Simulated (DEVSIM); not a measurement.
Device: isotype n-n heterojunction GaP/Si, at 300 K.

| layer (left to right) | material | thickness (μm) | Nd (cm⁻³) | τn (s) | τp (s) |
|---|---|---|---|---|---|
| 1 | GaP | 0.440 | 3.6e16 | 2.8e-7 | 2.8e-7 |
| 2 | Si | 0.410 | 6e15 | 2.8e-7 | 2.8e-7 |

Left contact: ohmic. Right contact: ohmic. Voltage is applied to the left contact. Recombination: SRH at mid-gap, Auger. Mobility is μmin + (μ − μmin)/(1 + (N/Nref)^α).

Constants are typed, rounded textbook-type inputs, not results; the design itself was drawn at random and stands for no fabricated device. Values at 300 K.

| parameter | GaP | Si |
|---|---|---|
| gap (eV) | 2.26 | 1.124 |
| affinity (eV) | 3.8 | 4.05 |
| permittivity | 11.1 | 11.7 |
| Nc (cm⁻³) | 1.8e19 | 2.86e19 |
| Nv (cm⁻³) | 1.9e19 | 3.1e19 |
| μn (cm²/Vs) | 250 | 1417 |
| μp (cm²/Vs) | 150 | 470 |
| μn,min | 10 | 52 |
| μp,min | 10 | 45 |
| Nref,n | 4.4e18 | 9.7e16 |
| Nref,p | 1e18 | 2.2e17 |
| αn | 0.8 | 0.68 |
| αp | 0.85 | 0.72 |
| Cn (cm⁶/s) | 1e-30 | 2.8e-31 |
| Cp (cm⁶/s) | 1e-30 | 9.9e-32 |

Model (solved in DEVSIM): 1D drift-diffusion, Boltzmann statistics, complete ionisation; no tunnelling, impact ionisation, image-force lowering or self-heating. Band offsets follow the typed affinities; no thermionic-emission limit at abrupt steps, no polarisation charge.

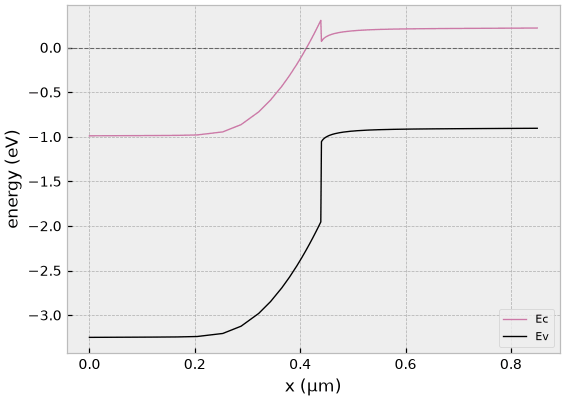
*Band edges at 1.15 V on the left contact*

Energies count from the Fermi level of the right contact; mesh points crowd at the junctions.

| x (μm) | Ec (eV) | Ev (eV) | n (cm⁻³) | p (cm⁻³) | field (V/cm) |
|---|---|---|---|---|---|
| 0.000 | -0.989 | -3.249 | 3.6e16 | < 1e2 | 240 |
| 0.004769 | -0.989 | -3.249 | 3.6e16 | < 1e2 | 240 |
| 0.01342 | -0.989 | -3.249 | 3.6e16 | < 1e2 | 240 |
| 0.03122 | -0.989 | -3.249 | 3.6e16 | < 1e2 | 240 |
| 0.08204 | -0.987 | -3.247 | 3.6e16 | < 1e2 | 240 |
| 0.1665 | -0.985 | -3.245 | 3.5e16 | < 1e2 | 620 |
| 0.2879 | -0.864 | -3.124 | 6.7e14 | < 1e2 | 33000 |
| 0.3796 | -0.315 | -2.575 | 1.0e14 | < 1e2 | 87000 |
| 0.4118 | -0.006 | -2.266 | 8.2e13 | < 1e2 | 110000 |
| 0.4281 | 0.174 | -2.086 | 7.5e13 | < 1e2 | 120000 |
| 0.4360 | 0.267 | -1.993 | 7.2e13 | < 1e2 | 120000 |
| 0.4416 | 0.080 | -1.044 | 9.1e17 | < 1e2 | 84000 |
| 0.4479 | 0.116 | -1.008 | 2.3e17 | 360 | 40000 |
| 0.4603 | 0.149 | -0.975 | 6.3e16 | 1300 | 19000 |
| 0.4956 | 0.185 | -0.939 | 1.6e16 | 5300 | 5700 |
| 0.5496 | 0.203 | -0.921 | 8.1e15 | 11000 | 1800 |
| 0.6532 | 0.212 | -0.911 | 6.2e15 | 15000 | 470 |
| 0.7483 | 0.216 | -0.908 | 6.0e15 | 17000 | 310 |
| 0.8123 | 0.218 | -0.906 | 6.0e15 | 19000 | 290 |
| 0.8324 | 0.218 | -0.906 | 6.0e15 | 19000 | 290 |
| 0.8435 | 0.219 | -0.905 | 6.0e15 | 19000 | 290 |
| 0.8500 | 0.219 | -0.905 | 6.0e15 | 19000 | 290 |
